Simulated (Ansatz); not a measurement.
## Electronic structure of C$_{6}$H$_{13}$FHfN$_{2}$ in real space

```xyz
23

C     1.2754   -3.5297   -0.3410
C     1.0458   -2.3461   -0.4959
Hf    0.6829   -0.1893   -0.8130
F     1.5189    0.4541   -2.4201
N    -1.3251   -0.0103   -0.9417
C    -1.9053   -0.4855   -2.1785
C    -2.3089    0.5179   -0.0341
N     1.2967    0.7914    0.8364
C     0.8000    0.2630    2.0870
C     2.1670    1.9270    1.0008
H     1.4768   -4.5687   -0.2060
H    -1.1335   -0.8728   -2.8564
H    -2.4344    0.3142   -2.7154
H    -2.6154   -1.3051   -2.0034
H    -3.0512   -0.2443    0.2432
H    -2.8572    1.3609   -0.4790
H    -1.8373    0.8771    0.8830
H     0.1613   -0.6143    1.9179
H     0.2037    1.0055    2.6362
H     1.6181   -0.0664    2.7414
H     3.0483    1.6744    1.6066
H     2.5209    2.2869    0.0315
H     1.6527    2.7601    1.5002
```

Geometry: PBE0-D4/def2-TZVP; core potentials replace the inner electrons of Hf.

These are results of RKS PBE0-D4/def2-TZVPP (Ansatz), not measurements.

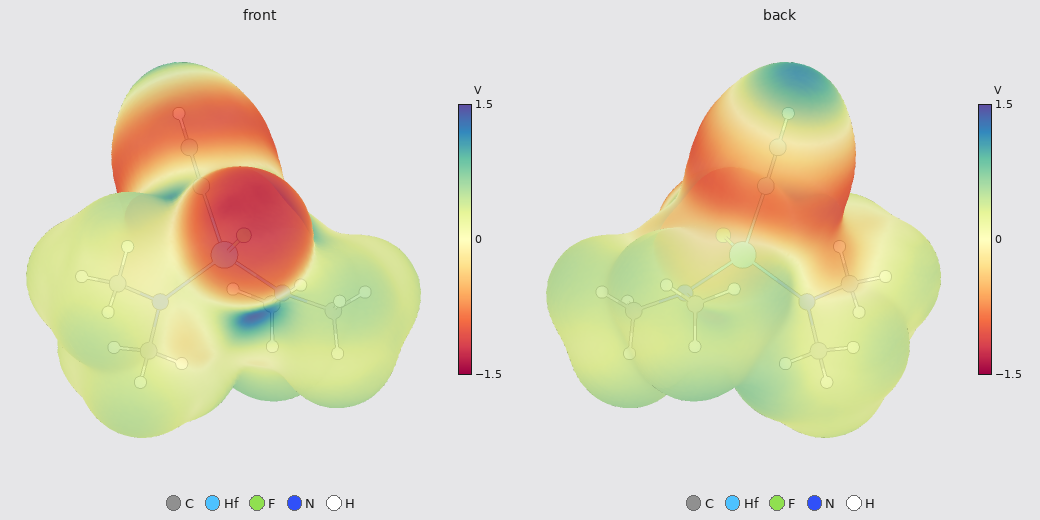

Figure 1. The molecular electrostatic potential painted on the density surface at 0.001 e/bohr³, seen from the front and from behind; red is negative and blue positive.

Q: Where is the surface potential most negative and most positive?

A: The most negative region (about −1.2 V) lies over F4, the most positive (about +1.3 V) over Hf3.

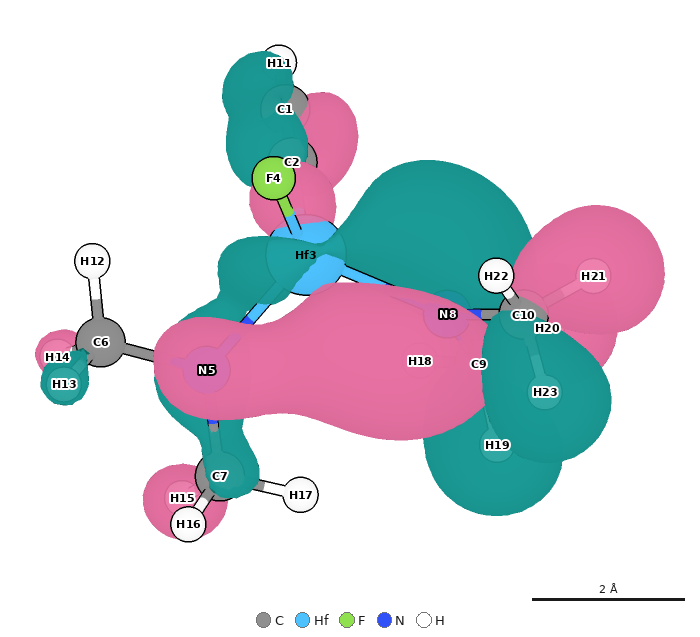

Figure 2. The HOMO−1 at ±0.06 Å⁻³ᐟ² (teal and pink are the two phases), seen at a tilt.

Q: Where does this orbital lie, and at what energy?

A: By Hirshfeld shares it lies mainly on N8 (about 45 %), Hf3 (about 15 %), C10 (about 5 %) and C9 (about 5 %). Its energy is −6.72 eV.

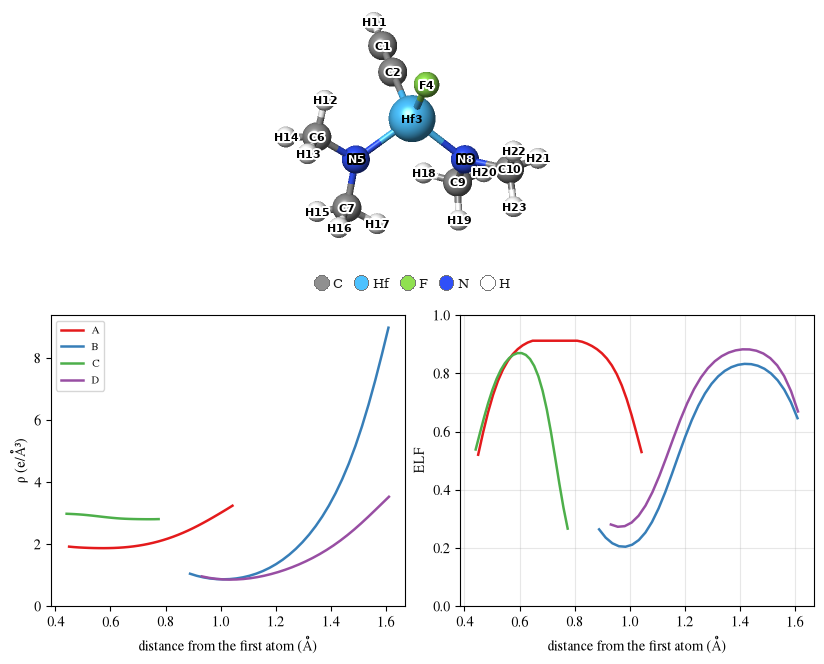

Figure 3. Electron density and ELF along straight lines between neighbouring atoms. The curves leave out the atomic cores. The structure is drawn too.

Q: Which curve belongs to which contact (C–C, C–N, Hf–F and Hf–N)? The first atom named is at distance zero.

A: Curve A: C–N (1.44 Å): ρ is about 2 e/Å³ halfway; the ELF peaks at about 0.90 between the atoms (a shared electron pair). Curve B: Hf–F (1.92 Å): ρ is about 0.89 e/Å³ halfway; the ELF peaks at about 0.85 in the valence shell of F, 0.5 Å from its nucleus, and drops to about 0.20 between the two atoms. Curve C: C–C (1.22 Å): ρ is about 2.8 e/Å³ halfway; the ELF peaks at about 0.85 between the atoms: a short, multiple covalent bond. Curve D: Hf–N (2.01 Å): ρ is about 0.86 e/Å³ halfway; the ELF peaks at about 0.90 in the valence shell of N, 0.6 Å from its nucleus, and is about 0.30 at the midpoint.

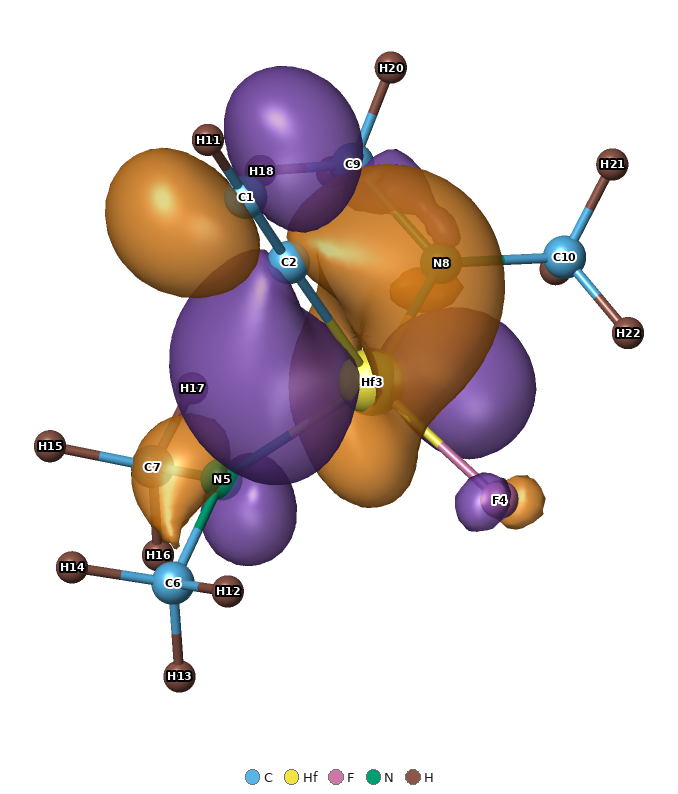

Figure 4. The LUMO at ±0.1 Å⁻³ᐟ² (orange and purple are the two phases), seen at an oblique angle.

Q: Where does this orbital lie, and at what energy?

A: It lies mainly on Hf3 (about 45 %), C1 (about 15 %) and C2 (about 15 %). Its energy is −0.56 eV.
